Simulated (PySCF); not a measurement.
```yaml
atoms:
  - { symbol: N, position_ang: [2.3031, -1.0065, 0.6217] }
  - { symbol: C, position_ang: [1.1875, -0.2923, 0.2053] }
  - { symbol: C, position_ang: [0.1247, -0.9220, -0.3821] }
  - { symbol: C, position_ang: [-1.1618, -0.2313, -0.6963] }
  - { symbol: N, position_ang: [-2.2983, -0.7862, 0.0759] }
  - { symbol: C, position_ang: [-1.0971, 1.2381, -0.4532] }
  - { symbol: C, position_ang: [-0.0101, 1.8272, 0.1048] }
  - { symbol: C, position_ang: [1.1320, 1.0957, 0.4530] }
  - { symbol: H, position_ang: [3.1523, -0.4700, 0.7043] }
  - { symbol: H, position_ang: [2.4343, -1.9029, 0.1793] }
  - { symbol: H, position_ang: [0.1634, -1.9863, -0.5729] }
  - { symbol: H, position_ang: [-1.4336, -0.4154, -1.7516] }
  - { symbol: H, position_ang: [-2.1333, -0.6263, 1.0654] }
  - { symbol: H, position_ang: [-2.3503, -1.7903, -0.0665] }
  - { symbol: H, position_ang: [-1.9821, 1.8018, -0.6990] }
  - { symbol: H, position_ang: [-0.0141, 2.8924, 0.2908] }
  - { symbol: H, position_ang: [1.9765, 1.5864, 0.9112] }
```

Geometry: GFN2-xTB.

Computed with UKS B3LYP, pcH-1 on C H N, non-relativistic, mean-field spin-orbit, GIAO in PySCF.

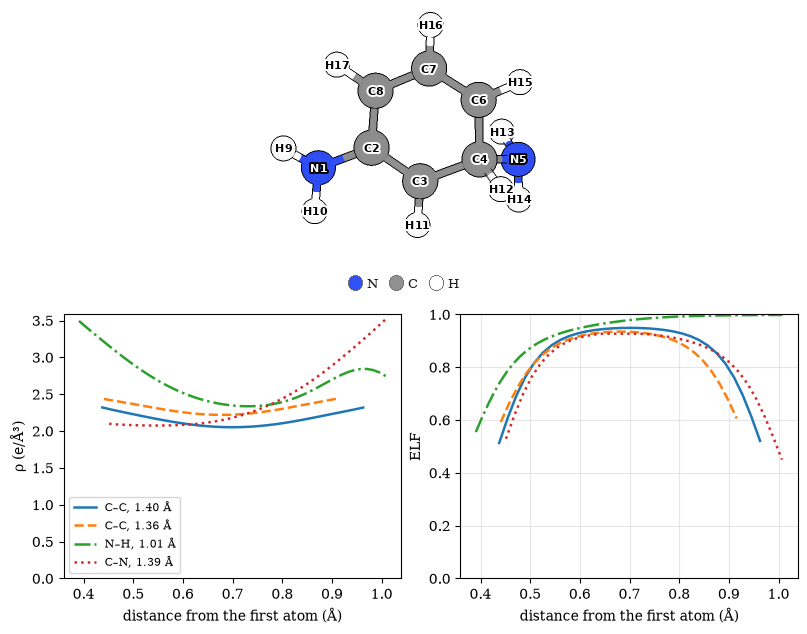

C6H9N2 (doublet). Electron density and electron localisation function along straight lines between neighbouring atoms. The curves leave out the atomic cores. The structure is drawn too.

### What kind of bonding do the profiles show?

C–C (1.40 Å): ρ at the midpoint is about 2.1 e/Å³; the ELF peaks at about 0.95 between the atoms; a covalent bond.
C–C (1.36 Å): the density is about 2.2 e/Å³ at the midpoint; the ELF peaks at about 0.95 between the atoms; a covalent bond.
N–H (1.01 Å): ρ at the midpoint is about 2.9 e/Å³; the ELF climbs to about 1 towards the hydrogen, as it does in any bond to H: a covalent bond by its length.
C–N (1.39 Å): the density is about 2.2 e/Å³ at the midpoint; the ELF peaks at about 0.95 between the atoms; a covalent bond.
